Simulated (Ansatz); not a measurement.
# CH₈SeSi₂: a ladder of functionals and wavefunction methods

How much do the methods differ for CH₈SeSi₂? The plan is to run it at one geometry with functionals of several rungs and with coupled cluster. The yardstick is the atomisation energy at the CCSD(T) limit.

Program: Ansatz 0.2.0, Gaussian basis. Level of theory: functionals in def2-TZVPP, the program's frozen cores in correlated methods. These are calculated values, not measurements.

Plan: LDA (SPW92), PBE-D4, revPBE-D4, BLYP-D4, r2SCAN-D4, B97M-V, PBE0-D4, B3LYP-D4, r2SCANh-D4, r2SCAN0-D4, HSE06-D4, BHLYP-D4, CAM-B3LYP-D4, LC-ωPBE, ωB97X-V, ωB97M-V, B2PLYP, PBE-QIDH; CCSD(T)/def2-SVP; CCSD(T)/def2-TZVPP; MP2/def2-QZVPP; extrapolation to the limit; RPA on PBE.

### Step 1. The relaxed structure

The geometry comes from an earlier relaxation with PBE0-D4 in a triple-zeta def2 set; it is a stationary point, not always the lowest conformer.

12 atoms, charge 0, spin multiplicity 1.

Atoms are counted from 1 here; the program's logs count them from 0.

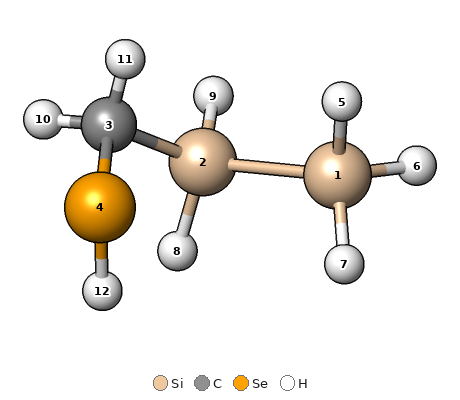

The geometry (silicon light orange, carbon grey, selenium orange, hydrogen white); atoms are numbered from 1 in the order of the file.

### Step 2. LDA

This LDA is Slater exchange with PW92 correlation.

File in.yaml:

```yaml
crystal:
  periodic: [false, false, false]
  atoms:
    - {symbol: Si, position_ang: [-1.118637, 1.409487, -0.608211]}
    - {symbol: Si, position_ang: [0.009539, 0.125774, 0.992649]}
    - {symbol: C, position_ang: [1.385898, -0.846743, 0.160530]}
    - {symbol: Se, position_ang: [0.662128, -1.899770, -1.321455]}
    - {symbol: H, position_ang: [-0.138984, 1.930135, -1.600782]}
    - {symbol: H, position_ang: [-1.779496, 2.570110, 0.051411]}
    - {symbol: H, position_ang: [-2.158002, 0.620428, -1.317282]}
    - {symbol: H, position_ang: [-0.926387, -0.841365, 1.633127]}
    - {symbol: H, position_ang: [0.572609, 0.992955, 2.069273]}
    - {symbol: H, position_ang: [1.936094, -1.495462, 0.842245]}
    - {symbol: H, position_ang: [2.096379, -0.162642, -0.308424]}
    - {symbol: H, position_ang: [-0.464241, -2.458205, -0.559084]}
basis:
  gaussian: {orbitals: def2-TZVPP}
hamiltonian: {xc: lda}
output: {orbitals: {seedname: orbitals}}
```

Started as:

```console
$ ansatz run in.yaml --threads 4 --pin off --events-out ev --progress --plain --max-ram 10444MiB
```

Further steps of the session: PBE-D4 (GGA); revPBE-D4 (GGA); BLYP-D4 (GGA); r2SCAN-D4 (meta-GGA); B97M-V (meta-GGA); PBE0-D4 (hybrid); B3LYP-D4 (hybrid); r2SCANh-D4 (hybrid); r2SCAN0-D4 (hybrid); HSE06-D4 (hybrid); BHLYP-D4 (hybrid); CAM-B3LYP-D4 (range-separated); LC-ωPBE (range-separated); ωB97X-V (range-separated); ωB97M-V (range-separated); B2PLYP (double hybrid); PBE-QIDH (double hybrid); CCSD(T) in def2-SVP; CCSD(T) in def2-TZVPP; MP2 in def2-QZVPP; RPA on PBE orbitals.

Before running them: what should the planned runs give, taken together? Wanted: atomisation energy, CCSD(T)/CBS; farthest beyond LDA; mean size of error, GGA; mean size of error, meta-GGA; mean size of error, hybrid; mean size of error, range-separated; mean size of error, double hybrid; gap, smallest and largest; T1 diagnostic.

As calculated:

| quantity | value |
| --- | --- |
| atomisation energy, CCSD(T)/CBS | 3686.9 kJ/mol |
| functionals within 36.9 kJ/mol (1.0 %) | PBE-D4, r2SCAN-D4, B97M-V, PBE0-D4, B3LYP-D4, r2SCANh-D4, HSE06-D4, CAM-B3LYP-D4, ωB97X-V, ωB97M-V |
| farthest beyond LDA | revPBE-D4 (-73.0 kJ/mol) |
| mean size of error, GGA | 47.1 kJ/mol |
| mean size of error, meta-GGA | 6.1 kJ/mol |
| mean size of error, hybrid | 35.1 kJ/mol |
| mean size of error, range-separated | 28.1 kJ/mol |
| mean size of error, double hybrid | 61.1 kJ/mol |
| gap, smallest and largest | 4.21 eV (LDA (SPW92)), 11.08 eV (LC-ωPBE) |
| T1 diagnostic | 0.0107 |
| triples share of the correlation energy | 3.7 % |

What this shows: LDA overbinds by 419.4 kJ/mol (11 %). PBE-D4 misses by -16.2 kJ/mol. Double hybrids carry the basis error of their MP2 part in triple zeta, and no dispersion term here, so their miss is partly the set-up's. The rungs meta-GGA, range-separated, hybrid miss on average by less than the doubt on the reference (36.9 kJ/mol), so they tie. Misses under about 36.9 kJ/mol are within the doubt on the reference itself, which lacks core-valence correlation, relativity and higher excitations, and its outer-core shells are covered unevenly. All levels share the lack of spin-orbit coupling, which lowers the free heavy atoms and so the true binding. Hartree-Fock recovers 74 % of the binding; the rest is correlation. CCSD(T) in def2-SVP is off by -244.5 kJ/mol, which most functionals beat. The gap grows from 4.2 to 11.1 eV across the functionals, mostly with the share of exact exchange. Correlated methods include outer-core shells of Se, which these sets cover unevenly.
